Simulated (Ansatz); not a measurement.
Pulling on the Ga1–H2 bond in FGaH2 (SMILES [F][GaH2]) (multiplicity 1 held, fragments rigid). Energies count from the point at 1.556 Å.
Geometry at that point (charge 0, multiplicity 1):
```xyz
4

Ga    -0.153    -0.298     0.099
H      0.624    -1.058     1.213
H     -1.476    -0.603    -0.662
F      0.622     1.212    -0.403
```

Restricted levels (R-, RO-) in cc, def2 and unpolarised 6-31G sets keep to the state of the molecule at rest. Unrestricted levels (U-) break spin symmetry where that is lower. Active spaces are followed from a long bond inwards. Levels need not reach the same state.

Correlated levels freeze the cores. Filled d and f shells under p-block atoms count as core.

Programs: Ansatz (Gaussian basis) for Hartree–Fock, density functionals and correlated methods. Each number belongs to the level named beside it.

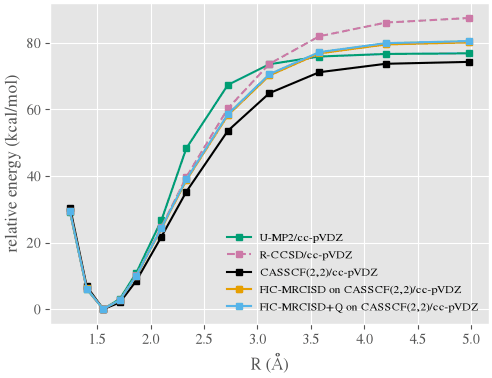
Fig. 1. Relative energy along the coordinate

Question: Read off the U-MP2/cc-pVDZ curve at R = 2.334.

Answer: about 48 kcal/mol

Doubts at one or more of the structures used: a spin-contaminated determinant (U-MP2/cc-pVDZ); a restricted determinant that unrestricted orbitals would lower (R-CCSD/cc-pVDZ); other coupled-cluster roots lie near (R-CCSD/cc-pVDZ); T1 above 0.05 (R-CCSD/cc-pVDZ).

Ansatz is a quantum-chemistry and plane-wave program.
